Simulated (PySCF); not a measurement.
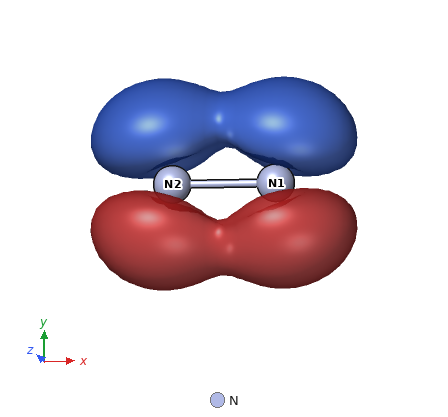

Figure. N$_{2}$, SMILES `N#N`. Change of the electron density in a uniform field of 0.10 V/Å, surfaces at ±0.0006 e/Å³ (blue: gain, red: loss).

PySCF calculation, BP86/def2-SVP, gas phase; geometry: GFN2-xTB. No frequency check shows the geometry to be a minimum. A basis without diffuse functions makes polarisabilities too small.

Geometry (Å), atoms numbered from 1:

```
N1       0.5491    0.0000    0.0000
N2      -0.5491    0.0000    0.0000
```

**Along which Cartesian direction does the field point?**

Along −y: electrons gather on the +y side, against the field.

**How large is the response?**

The induced dipole is 0.03 D (along the field); α along this axis, from the fields in both directions, is 6 bohr³ (0.9 Å³).

**Which atoms gain and lose the most charge?**

Hardly any: no atom's Hirshfeld charge changes by as much as 0.002 e. The density shifts from one side of each atom to the other; 0.005 electrons are displaced in all.
